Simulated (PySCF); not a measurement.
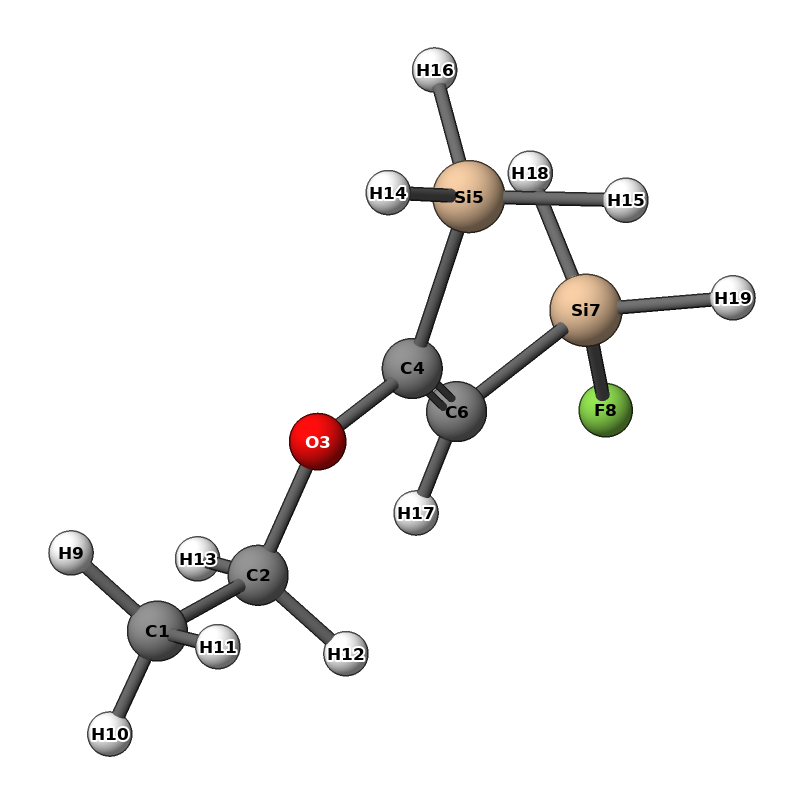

The questions are on isotropic NMR shieldings of the Si atoms. The computed structure is the end point of a GFN2-xTB optimisation. No frequency run is at hand to confirm it as a minimum. Level of theory: GIAO PBE0/pcSseg-1 NMR shielding, non-relativistic, gas phase (PySCF 2.14.0).

Give the isotropic NMR shieldings of the Si atoms atom by atom.

| atom | σ (ppm) |
| --- | --- |
| Si5 | 426.7 |
| Si7 | 352.5 |

The geometry is semi-empirical. Around Si such bond lengths and angles can be off by a tenth of an ångström or more and by several degrees, and values that hang on the shape move with them.
